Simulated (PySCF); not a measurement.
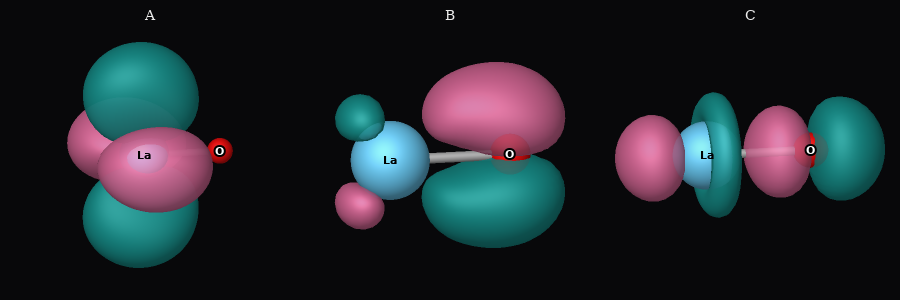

The picture shows: LaO (doublet). Three frontier α-spin orbitals, each drawn at the value that holds 80 % of its norm (teal and pink are the two phases), in no order; of a degenerate pair one member is drawn.

Core potentials replace the inner electrons of La.

Theory: PBE0/def2-TZVPP, non-relativistic Hamiltonian with scalar-relativistic core potentials where named, at a bond length of 1.895 Å (PySCF).

> Name the orbitals and rank them from lowest to highest energy.

Orbital B: π, occupied in this spin, −7.87 eV; mainly on O (75 %).
Orbital C: σ, occupied in this spin, −7.36 eV; shared between the atoms (La 30 %, O 70 %).
Orbital A: δ, empty in this spin, −1.72 eV; almost wholly on La.
